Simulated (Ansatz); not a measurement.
# Computed scan of one atom of the cell: SnO (litharge type, space group P4/nmm)

Relaxed SnO (litharge type, space group P4/nmm):

```
SnO
1.0
    3.83710     0.00000     0.00000
    0.00000     3.83710     0.00000
    0.00000     0.00000     4.75861
Sn O
2 2
Direct
  0.50000   0.00000   0.24344
  0.00000   0.50000   0.75656
  0.00000   0.00000   0.00000
  0.50000   0.50000   0.00000
```

Scan: atom 3 (O, nearest neighbour Sn at 2.241 Å; its periodic images, 3.8 Å or more away, move with it) is displaced along Cartesian z, direction (0.000, 0.000, 1.000) in Cartesian axes, by s. The other atoms stay.

Method: PBE-D3(BJ) (plane waves to 420 eV, PAW, scalar-relativistic; Ansatz, an electronic-structure program). k mesh 10×10×8 (Γ-centred), Fermi-Dirac smearing 0.05 eV. The energy includes the smearing's −TS. With partly filled bands, energies and forces of such displacements shift with the k mesh and the smearing. F∥ is the force on the atom along that direction. At this level the bands of SnO touch or barely overlap; measurements give the solid a gap. SnO was relaxed with its symmetry unable to fall. ΔE is measured from the undisplaced structure.

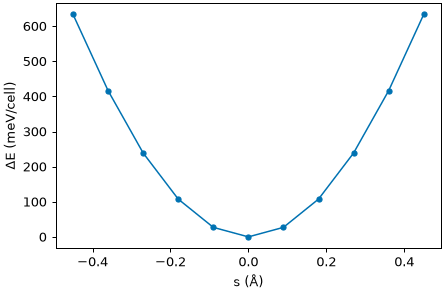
*ΔE (meV/cell) against s (Å); computed points joined by lines.*

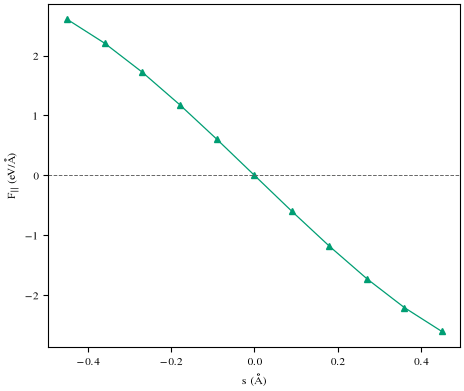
Figure. F∥ (eV/Å) against s (Å); markers are the computed points, lines only join them.

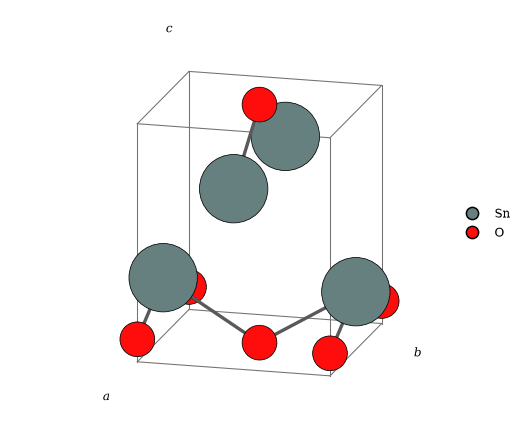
Figure. The cell of the calculation at s = 0.450 Å.

The energy at s = 0.450 Å comes out as 633 meV/cell, the force along the line at s = -0.450 Å comes out as 2.60 eV/Å and the force constant k = d²E/ds² at s = 0 (finite differences) is 6.71 eV/Å². Symmetry of the curve: even: the same for both signs. Harmonic estimate at the end of the scan: ½ks² = 679 meV/cell against the computed 633 meV/cell, so the well is softer than harmonic there.

With its periodic images moving along, the atom's site symmetry in this cell is -4m2.

(A displaced cell: forces are minus the slopes of the energy, force constants its curvatures, and phonons follow from these.)
